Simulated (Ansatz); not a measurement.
Input file:

```
crystal:
  periodic: [false, false, false]
  atoms:
    - {symbol: Si, position_ang: [-0.976381, 0.983637, -0.918358]}
    - {symbol: C, position_ang: [0.023983, -0.235175, 0.016319]}
    - {symbol: C, position_ang: [0.356269, -1.448448, 0.329252]}
    - {symbol: C, position_ang: [1.132104, -0.413561, 1.046172]}
    - {symbol: H, position_ang: [-1.944557, 0.290226, -1.805775]}
    - {symbol: H, position_ang: [-1.710982, 1.852497, 0.037506]}
    - {symbol: H, position_ang: [-0.074170, 1.835967, -1.735593]}
    - {symbol: H, position_ang: [0.195984, -2.504021, 0.184017]}
    - {symbol: H, position_ang: [0.918652, -0.203767, 2.094080]}
    - {symbol: H, position_ang: [2.162199, -0.208553, 0.755380]}
basis:
  gaussian: {orbitals: def2-TZVPP}
hamiltonian: {xc: pbe0, dispersion: d4}
output: {orbitals: {seedname: orbitals}}
```

Command:

```sh
ansatz run in.yaml --threads 2 --pin off --events-out ev --progress --plain --max-ram 4352MiB
```

Geometry: PBE0-D4/def2-TZVP.

These are results of Ansatz 0.2.0, RKS PBE0-D4/def2-TZVPP, not measurements.

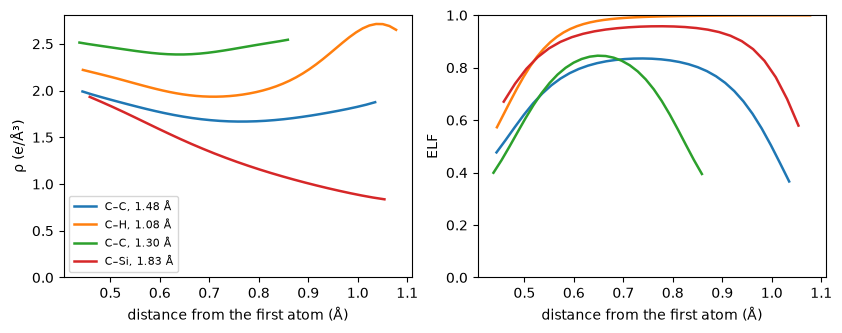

C$_{3}$H$_{6}$Si (SMILES [SiH3]C1=CC1). Electron density and ELF along straight lines between neighbouring atoms. The curves leave out the atomic cores.

Question: Compare the contacts.

Answer: C–C (1.48 Å): ρ is about 1.7 e/Å³ halfway; the ELF peaks at about 0.85 between the atoms; a covalent bond.
C–H (1.08 Å): the density is about 2.1 e/Å³ at the midpoint; the ELF climbs to about 1 towards the hydrogen, as it does in any bond to H; a covalent bond by its length.
C–C (1.30 Å): the density is about 2.4 e/Å³ at the midpoint; the ELF peaks at about 0.85 between the atoms (a multiple bond).
C–Si (1.83 Å): ρ at the midpoint is about 0.98 e/Å³; the ELF peaks at about 0.95 between the atoms, as expected for a shared electron pair.
